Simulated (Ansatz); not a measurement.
H5OSi2 (charge +1)

```xyz
8

O    -3.1894    1.8233    3.1604
Si   -2.6517    0.6330    2.1911
Si   -2.2849    1.2507   -0.0867
H    -3.3898    1.7382    4.1186
H    -2.4646   -0.6873    2.8764
H    -0.8361    0.9472   -0.2831
H    -3.1960    0.3305   -0.8303
H    -2.6536    2.6926   -0.1214
```

Geometry: BLYP-D3(BJ)/def2-SVP.

Theory: Ansatz 0.2.0, isolated molecule in a Gaussian basis; Kohn-Sham density functional theory, functional PBE0.

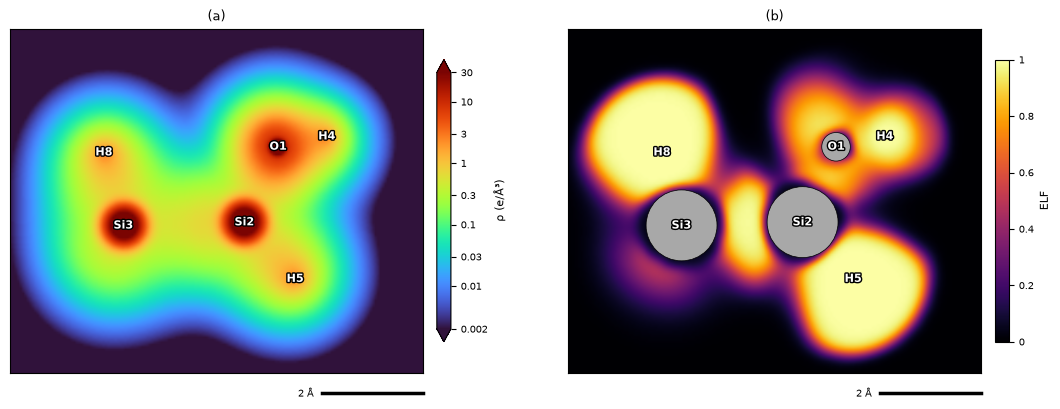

Figure 1. (a) electron density; (b) ELF on the plane of atoms Si2, Si3 and H8. Grey discs cover the atomic cores in the ELF map.

### Interpret the plot.

The section cuts through O, Si and H sites. Si–O (1.63 Å): the density is about 1.2 e/Å³ at the midpoint; the ELF peaks at about 0.85 between the atoms; a short, strongly polar bond. Si–Si (2.39 Å): the density is about 0.59 e/Å³ at the midpoint; the ELF peaks at about 1 between the atoms; a shared electron pair. O–H (0.98 Å): ρ is about 3.6 e/Å³ halfway; the ELF climbs to about 1 towards the hydrogen, as it does in any bond to H (a covalent bond by its length). Si–H (1.49 Å): the density is about 0.84 e/Å³ at the midpoint; the ELF climbs to about 1 towards the hydrogen. The ELF also peaks beside O1, away from the bonds: lone-pair regions.

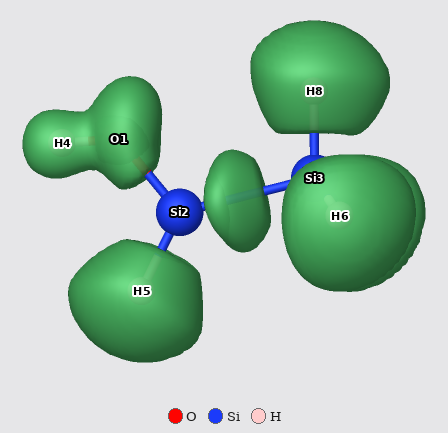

Figure 2. Isosurface of the electron localisation function at 0.75 (green), seen across its widest extent. Core shells and regions of very low density are left out.

### What do the ELF domains correspond to?

The surface consists of one region between bonded Si–Si atoms (shared pairs), four regions around hydrogen nuclei and one joined region spread over several atoms (H, O), in which their bonds and any lone pairs are merged.

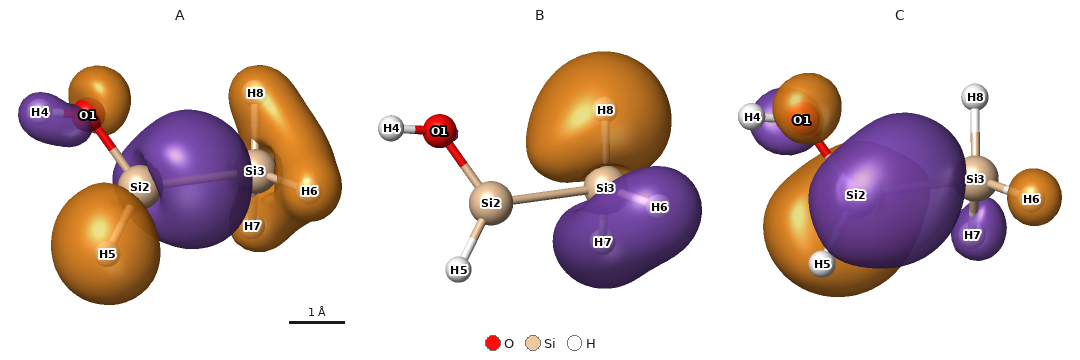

Figure 3. Three frontier orbitals at ±0.1 Å⁻³ᐟ² (orange and purple are the two phases), in no order.

### Which picture is the HOMO−1, the HOMO and the LUMO?

B is the HOMO−1 (−15.17 eV). It lies mainly on Si3 (about 45 %), H8 (about 35 %), H6 (about 10 %) and H7 (about 10 %). A is the HOMO (−14.42 eV). Its weight (Hirshfeld) is mainly on Si2 (about 35 %), Si3 (about 30 %), H5 (about 15 %) and O1 (about 5 %). C is the LUMO (−8.28 eV). It lies mainly on Si2 (about 70 %) and O1 (about 10 %).

### What is the HOMO–LUMO gap?

6.14 eV between the orbital energies.
